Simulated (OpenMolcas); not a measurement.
**HF/cc-pVTZ (RICD fitting, fitting threshold 0.001) run of BClO (boron chloride oxide)**

What is the vertical electron affinity of BClO (boron chloride oxide) at HF/cc-pVTZ (RICD fitting, fitting threshold 0.001)? 

Program for the calculation: OpenMolcas 26.06.

**1. The structure to begin with**

The species is BClO (3 atoms), meant as a singlet with charge 0. As SMILES, `O=BCl`. The coordinates come from a GFN2-xTB relaxation.

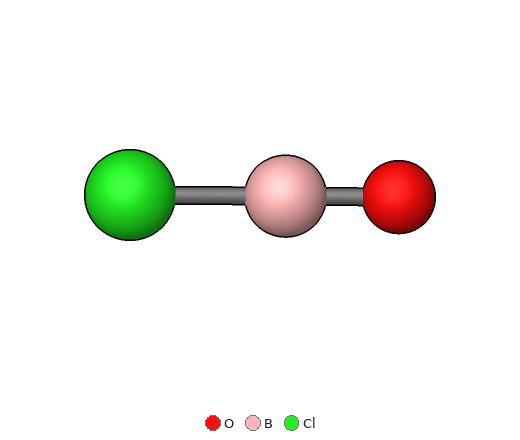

Viewed from a chosen angle; oxygen red, boron pink, chlorine green.

**2. Energy and forces at HF/cc-pVTZ (RICD fitting, fitting threshold 0.001)**

Input file job.inp:

```
* BClO Hartree-Fock
>>> EXPORT MOLCAS_PRINT=2
&gateway
baslib=$CurrDir
coord
3
angstrom
O        1.019560       0.606200       0.626990
B        0.113080       0.066620       0.069470
Cl      -1.132640      -0.672810      -0.696460
basis=cc-pVTZ
group=NoSym
ricd
cdthreshold=0.001
&seward
&scf
prorbitals=0
&alaska
```

The basis set cc-pVTZ is read from a file made from the Basis Set Exchange's data (not shown).

Run with:

```bash
$ export MOLCAS_MEM=1860
$ pymolcas job.inp > job.log
```

Standard output (excerpt; [...] marks lines left out):

```text
--- Start Module: gateway ---
[...]
--- Stop Module: gateway /rc=_RC_ALL_IS_WELL_ ---
[...]
      Basis functions           94
[...]
--- Start Module: scf ---
[...]
       Convergence after  11 Iterations
[...]
::    Total SCF energy                               -559.1835604222
[...]
      Total spin, S                                     0.0000000000
[...]
      Total electronic charge=   30.000000
      Total            charge=   -0.000000
[...]
      Dipole Moment (debye):
      Origin of the operator (angstrom)=   -0.3559   -0.2113   -0.2188
                   X= -2.4131E+00               Y= -1.4368E+00               Z= -1.4842E+00           Total=  3.1765E+00
      Quadrupole Moment (debye*angstrom):
[...]
--- Stop Module: scf /rc=_RC_ALL_IS_WELL_ ---
[...]
--- Start Module: alaska ---
[...]
 *              Molecular gradients               *
 **************************************************
  Irreducible representation: a
 ------------------------------------------------------------------------------------------
                              X                       Y                       Z
 ------------------------------------------------------------------------------------------
  O1                1.14190973307160E-02    6.86384770518167E-03    7.03054609077114E-03
  B2               -3.81524144709376E-02   -2.27810857216005E-02   -2.34733470778108E-02
  CL3               2.67333171402271E-02    1.59172380164243E-02    1.64428009870363E-02
 ------------------------------------------------------------------------------------------
--- Stop Module: alaska /rc=_RC_ALL_IS_WELL_ ---
[...]
```

It took 4.2 s on 1 thread of Arm Neoverse V2, shared host; peak memory 0.094 GiB.

**3. The doublet anion at the same level**

Input file job.inp:

```
&GATEWAY
 BasLib
 $CurrDir
 Coord
 3
 angstrom
 O        1.019560       0.606200       0.626990
 B        0.113080       0.066620       0.069470
 Cl      -1.132640      -0.672810      -0.696460
 Basis
 cc-pVTZ
 Group
 NoSym
 RICD
 CDThreshold
 0.001

&SEWARD

&SCF
 UHF
 Charge
 -1
 Spin
 2
 PrOrbitals
 0

&ALASKA
```

The basis set cc-pVTZ is read from a file made from the Basis Set Exchange's data (not shown).

Run with:

```bash
$ export MOLCAS_MEM=1860
$ pymolcas job.inp > job.log
```

Standard output (excerpt; [...] marks lines left out):

```text
--- Start Module: gateway ---
[...]
--- Stop Module: gateway /rc=_RC_ALL_IS_WELL_ ---
[...]
      Basis functions           94
[...]
--- Start Module: scf ---
[...]
       Convergence after  24 Iterations
[...]
::    Total SCF energy                               -559.0719660637
[...]
      Total spin, S                                     0.5059293902
[...]
      Total electronic charge=   31.000000
      Total            charge=   -1.000000
[...]
      Dipole Moment (debye):
      Origin of the operator (angstrom)=   -0.3559   -0.2113   -0.2188
                   X= -2.5953E+00               Y= -1.4819E+00               Z= -1.5891E+00           Total=  3.3847E+00
      Center of Charge (angstrom)
[...]
--- Stop Module: scf /rc=_RC_ALL_IS_WELL_ ---
[...]
--- Start Module: alaska ---
[...]
 *              Molecular gradients               *
 **************************************************
  Irreducible representation: a
 ------------------------------------------------------------------------------------------
                              X                       Y                       Z
 ------------------------------------------------------------------------------------------
  O1               -1.71026653563917E-02   -1.14687949274979E-02   -1.06646301872555E-02
  B2               -5.42514753196333E-02   -2.99472671085335E-02   -3.31012349308208E-02
  CL3               7.13541406760019E-02    4.14160620360224E-02    4.37658651180532E-02
 ------------------------------------------------------------------------------------------
--- Stop Module: alaska /rc=_RC_ALL_IS_WELL_ ---
[...]
```

It took 8.1 s on 1 thread of Arm Neoverse V2, shared host; peak memory 0.094 GiB.

**4. Outcome**

At HF/cc-pVTZ (RICD fitting, fitting threshold 0.001):

```
                                         quantity          value
                       singlet BClO: total energy  -559.18356 Eh
                      singlet BClO: dipole moment         3.18 D
                        singlet BClO: HOMO energy      -13.54 eV
                        singlet BClO: LUMO energy        3.27 eV
                      singlet BClO: HOMO–LUMO gap       16.81 eV
           singlet BClO: largest force on an atom     2.584 eV/Å
                      doublet anion: total energy  -559.07197 Eh
doublet anion: HOMO energy (highest over α and β)        2.76 eV
 doublet anion: LUMO energy (lowest over α and β)        9.12 eV
                              doublet anion: ⟨S²⟩          0.762
          doublet anion: largest force on an atom     4.802 eV/Å
vertical electron affinity (to the doublet anion)      -3.037 eV
```

What this shows: The anion lies 3.04 eV (70 kcal/mol) above the neutral: the electron isn't bound at this level, and such a value depends on the basis. Without diffuse functions anions come out too high. Hartree–Fock misses the correlation that binds many anions. The largest force (singlet BClO) is 2.58 eV/Å: the shape isn't a stationary point for this species at this level. Mulliken charges (singlet BClO) run from -0.29 on O1 to +0.26 on B2. Mulliken charges (doublet anion) run from -1.12 on B2 to +0.31 on Cl3. The HOMO (doublet anion) lies at positive energy, 2.76 eV: the electron is unbound at this level or held by a compact basis; values depend on the basis.
